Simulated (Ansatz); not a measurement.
**AlSiH5 (AlH2(SiH3)) at CCSDT(Q)/STO-3G**

Aim: the vertical singlet–triplet gap of AlSiH5 (AlH2(SiH3)) at CCSDT(Q)/STO-3G, from 2 runs. 

The results are computed with Ansatz 0.2.0.

58 further runs of the same task are left out: 2 that didn't finish, 56 set aside as unsound or not needed.

## 1. The structure to begin with

AlSiH5: 7 atoms, total charge 0, spin state singlet. SMILES: `[H][Al]([H])[SiH3]`. Geometry: a GFN2-xTB relaxation, a rough one for these elements and not checked as a minimum.

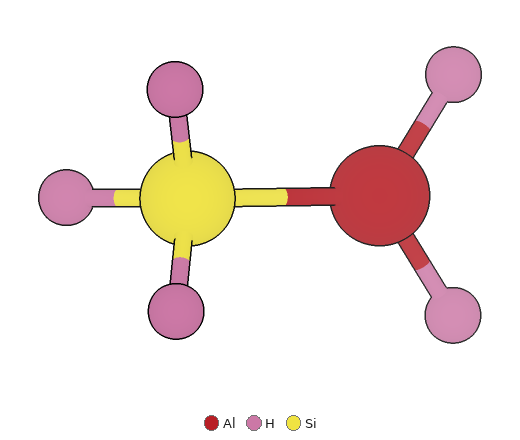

The structure, seen from a chosen angle (aluminium red, hydrogen pink, silicon yellow).

## 2. A single-point energy at CCSDT(Q)/STO-3G

in.yaml reads:

```yaml
crystal:
  periodic: [false, false, false]
  atoms:
    - {symbol: Al, position_ang: [0.688040, 1.201700, 0.003860]}
    - {symbol: H, position_ang: [2.245410, 1.365000, 0.056470]}
    - {symbol: H, position_ang: [0.053380, 2.633190, -0.016580]}
    - {symbol: Si, position_ang: [-0.517390, -0.897790, -0.016750]}
    - {symbol: H, position_ang: [-1.851430, -0.836410, 0.625620]}
    - {symbol: H, position_ang: [0.177610, -1.992690, 0.701130]}
    - {symbol: H, position_ang: [-0.795620, -1.472990, -1.353750]}
basis:
  gaussian:
    orbitals: STO-3G
correlation:
  method: ccsdt_q
  frozen_orbitals: {Al: 5, H: 0, Si: 5}
accuracy: high
scf:
  omitted_lower_state_checks: [cluster_reference, increment]
```

Run with:

```
$ ansatz run in.yaml --threads 1 --pin off --max-ram 2610MiB --events-out events.jsonl --progress --plain --runs-dir runs
```

Standard output, cut to the lines that bear on the results:

```text
Warning: RAYON_NUM_THREADS=1 ignored (pool sized by the plan → 1); use --threads N
Functional definition: HF
  name "HF"
[...]
408 factors; integrals over basis functions are off by at most 7.1e-9 eV
[...]
mean field -14354.02738604 eV, -527.5007769278 hartree, gradient 2.4e-8 eV, S^2 0.000000; 0 other end points of the search recorded, 0 dependent functions left out
10 core orbitals not correlated: weight in the atoms' cores, before any rotation towards them, 0.999 or more for the frozen orbitals, at most 0.001 for the correlated occupied ones
reference -14354.02738604 eV, -527.5007769278 hartree; 6, 6 occupied and 7, 7 virtual orbitals, 408 factors
second order -1.93709965 eV of doubles, -0.00000000 eV of singles
cycle   1  -2.52883375 eV  change   -5.9e-1 eV  update   6.7e-2
[...]
cycle  20  -2.88804200 eV  change  -4.7e-10 eV  update  3.9e-10
perturbative correction -0.00063962 eV, -0.0000235054 hartree
Total energy: -14356.91606766 eV, -527.6069340192 hartree
Checks for a lower state left out: cluster_reference, increment
```

It took 0.38 s on 1 thread of Arm Neoverse V1, shared host.

## 3. The triplet, same level

run.yaml reads:

```yaml
crystal:
  periodic: [false, false, false]
  atoms:
    - {symbol: Al, position_ang: [0.688040, 1.201700, 0.003860]}
    - {symbol: H, position_ang: [2.245410, 1.365000, 0.056470]}
    - {symbol: H, position_ang: [0.053380, 2.633190, -0.016580]}
    - {symbol: Si, position_ang: [-0.517390, -0.897790, -0.016750]}
    - {symbol: H, position_ang: [-1.851430, -0.836410, 0.625620]}
    - {symbol: H, position_ang: [0.177610, -1.992690, 0.701130]}
    - {symbol: H, position_ang: [-0.795620, -1.472990, -1.353750]}
basis:
  gaussian:
    orbitals: STO-3G
magnetization:
  spin_polarized: true
  initial_magnetization: 2
correlation:
  method: ccsdt_q
  frozen_orbitals: {Al: 5, H: 0, Si: 5}
accuracy: high
scf:
  omitted_lower_state_checks: [cluster_reference, increment]
```

Run with:

```
$ ansatz run run.yaml --threads 1 --pin off --max-ram 2610MiB --events-out events.jsonl --progress --plain --runs-dir runs
```

Standard output, cut to the lines that bear on the results:

```text
Warning: RAYON_NUM_THREADS=1 ignored (pool sized by the plan → 1); use --threads N
[... 2 set-up lines as earlier in the session ...]
[...]
408 factors; integrals over basis functions are off by at most 7.1e-9 eV
[...]
mean field -14346.59476912 eV, -527.2276332939 hartree, gradient 1.3e-8 eV, S^2 2.006863; 10 other end points of the search recorded, 0 dependent functions left out
10 core orbitals not correlated: weight in the atoms' cores, before any rotation towards them, 0.999 or more for the frozen orbitals, at most 0.000 for the correlated occupied ones
reference -14346.59476912 eV, -527.2276332939 hartree; 7, 5 occupied and 6, 8 virtual orbitals, 408 factors
second order -1.88855828 eV of doubles, -0.00000000 eV of singles
cycle   1  -2.52967442 eV  change   -6.4e-1 eV  update   8.2e-2
[...]
cycle  46  -3.05262441 eV  change   3.3e-10 eV  update   1.1e-9
perturbative correction 0.00093241 eV, 0.0000342656 hartree
Total energy: -14349.64646112 eV, -527.3397809063 hartree
Checks for a lower state left out: cluster_reference, increment
```

Run time: 1.8 s. Hardware: 1 thread of Arm Neoverse V1, shared host.

## 4. What came out

Level: CCSDT(Q)/STO-3G, 10 core orbitals frozen.

| quantity | value |
| --- | --- |
| singlet: total energy | -527.60693 Eh |
| singlet: correlation energy (10 core orbitals frozen) | -106.2 mEh |
| singlet: T1 diagnostic | 0.006 |
| triplet: total energy | -527.33978 Eh |
| triplet: correlation energy (10 core orbitals frozen) | -112.1 mEh |
| triplet: ⟨S²⟩ of the reference determinant | 2.007 |
| triplet: T1 diagnostic | 0.024 |
| vertical energy of the triplet above the singlet | 7.270 eV |

At this shape the triplet lies 7.27 eV (701 kJ/mol) above the singlet. In a minimal basis such a difference can be off by several eV, whatever the method.
